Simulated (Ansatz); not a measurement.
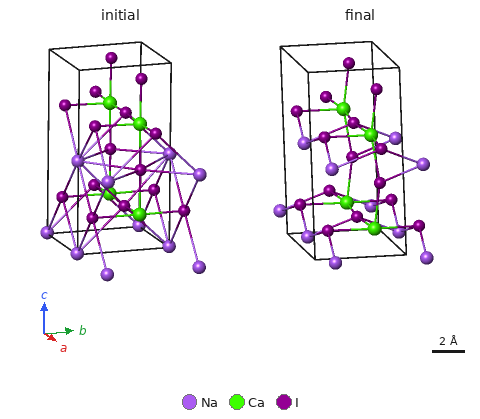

The structure of crystalline NaCaI₃ (built on the cubic perovskite type) before (left) and after (right) a relaxation, at one scale.

The picture is a ball-and-stick view of the cell of the calculation, reduced to other axes, repeated 2 × 1 × 1 with one cell outlined, seen slightly off an axis. Lengths and directions refer to the drawn axes.

Case: shaken.

These are results of Ansatz, DFT, PBEsol, plane waves, PAW, not measurements. (plane-wave cutoff 420 eV; k-point mesh 2 × 4 × 4; occupations fermi dirac; smearing width 0.05 eV; no spin polarisation; cell and atoms relaxed; force threshold 0.01 eV/Å; at most 120 steps)

Describe what moved and what it gained.

The largest move relative to the cell is that of a Na atom, 1.45 Å along [−1 −1 2]. Largest moves by element: Na 1.45 Å, I 0.62 Å, Ca 0.39 Å. Cell: a 5.978 → 6.119 Å (+2.4 %), b 6.082 → 6.117 Å (+0.6 %), c 12.058 → 12.145 Å (+0.7 %), α 89.7° → 93.5°, β 88.2° → 93.5°, γ 89.3° → 93.0°. Volume +3.2 %. Near-neighbour distances that change, for instance: I–Na 4.200 → 5.985 Å, I–Na 4.183 → 5.968 Å, I–Na 4.365 → 5.977 Å, I–Na 4.409 → 5.703 Å. Bond angles that change, for instance: Ca–I–Ca 178.4° → 161.1°, I–Ca–I 178.0° → 161.0°, Ca–I–Ca 176.8° → 161.1°. The space group stays P1 (No. 1). Over 19 accepted moves (21 points after the start) the energy falls by 80.3 meV per atom. Largest force component: 0.51 eV/Å at the start, 0.0096 eV/Å at the end. Pressure: 0.14 GPa at the start and 0.00 GPa at the end. The line search rejected the trial step at point 10 of the run. At 1 point the geometry stayed and the basis and grid were re-selected for the new cell (energy shift of 0.1 meV per atom at most each time). Cost: 12 min on 2 threads of Arm Neoverse V2, on a shared host, peak memory 1 GiB.
